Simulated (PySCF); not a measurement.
# FCI/STO-6G run of BHClO (SMILES O[B]Cl)

Aim: the energy change on altering one bond length of BHClO at FCI/STO-6G, from 2 runs. 

The results are computed with PySCF 2.14.0.

6 further runs of the same task are left out: 6 set aside as unsound or not needed.

### 1 The molecule

The species is BHClO (4 atoms), meant as a doublet with charge 0. SMILES: `O[B]Cl`. The coordinates come from a PBE0-D4/def2-TZVP relaxation.

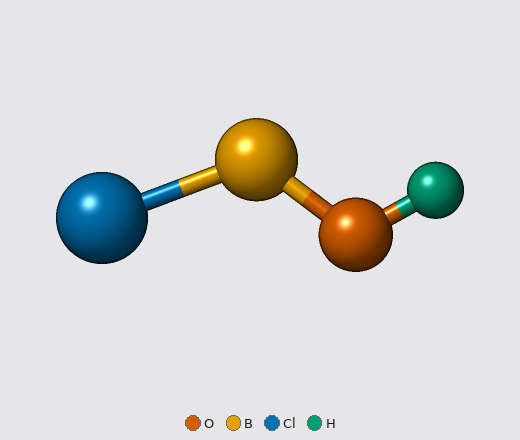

The structure, seen from a chosen angle (oxygen orange, boron amber, chlorine blue, hydrogen teal).

### 2 The energy at FCI/STO-6G

Contents of input.py:

```python
from pyscf import gto, mcscf

mol = gto.M(
    atom='''
O      1.031035     0.361127    -1.113616
B     -0.812393     0.123966     0.590728
Cl    -1.052955    -2.500486     2.556610
H      0.939194     1.901442    -2.072085
''',
    unit='bohr',
    max_memory=1860,
    basis='sto-6g',
    spin=1,
    verbose=3,
)

mf = mol.ROHF()
mf.conv_tol = 1e-10
mf.kernel()
if not mf.converged:
    mf = mf.newton().run(mf.mo_coeff, mf.mo_occ)

cas = mcscf.CASCI(mf, mf.mo_coeff.shape[-1] - 7, (mol.nelec[0] - 7, mol.nelec[1] - 7))  # full CI above the frozen core
cas.fix_spin_(ss=0.75)
cas.kernel()
energy = cas.e_tot
print('E = %.10f Eh' % energy)
```

Command:

```
OMP_NUM_THREADS=1 python input.py
```

Log:

```text
converged SCF energy = -557.758191177957
CASCI E = -557.856935949468  E(CI) = -60.3098764852482  S^2 = 0.7500000
E = -557.8569359495 Eh
```

Wall time 11 s (1 thread of Intel Xeon Platinum 8488C (Sapphire Rapids), shared host); peak memory 0.32 GiB.

### 3 The distorted shape, same level

Contents of start.xyz:

```xyz
4

O      0.609248     0.885480    -1.109435
B     -0.366252     0.759980    -0.207535
Cl    -0.557200    -1.323200     1.352900
H      0.560648     1.700580    -1.616635
```

Contents of calc.py:

```python
from pyscf import gto, scf, mcscf

system = gto.M(
    atom='start.xyz',
    max_memory=1860,
    verbose=3,
    spin=1,
    basis='sto-6g',
)

mf = scf.ROHF(system)
mf.conv_tol = 1e-10
mf.kernel()
if not mf.converged:
    mf = mf.newton().run(mf.mo_coeff, mf.mo_occ)

cas = mcscf.CASCI(mf, mf.mo_coeff.shape[-1] - 7, (system.nelec[0] - 7, system.nelec[1] - 7))  # full CI above the frozen core
cas.fix_spin_(ss=0.75)
cas.kernel()
e_tot = cas.e_tot
print('Final energy', e_tot)
```

Command:

```
OMP_NUM_THREADS=1 python calc.py
```

Log:

```text
converged SCF energy = -557.635539369858
CASCI E = -557.758881017310  E(CI) = -55.9842267121322  S^2 = 0.7500000
Final energy -557.75888101731
```

Run time: 23 s. Hardware: 1 thread of Intel Xeon Platinum 8488C (Sapphire Rapids), shared host; peak memory 0.32 GiB.

### 4 Summary of results

At FCI/STO-6G, 7 core orbitals frozen:

```
                                                          quantity          value
                                         first shape: total energy  -557.85694 Eh
                 first shape: dipole moment (Hartree–Fock density)         3.45 D
          first shape: correlation energy (7 core orbitals frozen)      -98.7 mEh
                                     distorted shape: total energy  -557.75888 Eh
             distorted shape: dipole moment (Hartree–Fock density)         5.20 D
      distorted shape: correlation energy (7 core orbitals frozen)     -123.3 mEh
energy change with the B2–Cl3 bond stretched from 1.740 to 2.610 Å       2.668 eV
```

With the B2–Cl3 bond stretched from 1.740 to 2.610 Å the energy rises by 2.67 eV (257 kJ/mol). The first shape isn't relaxed at this level, so the change isn't measured from a minimum. The minimal basis adds a large error of its own. Mulliken charges (first shape) of the mean-field density run from -0.37 on O1 to +0.38 on B2.
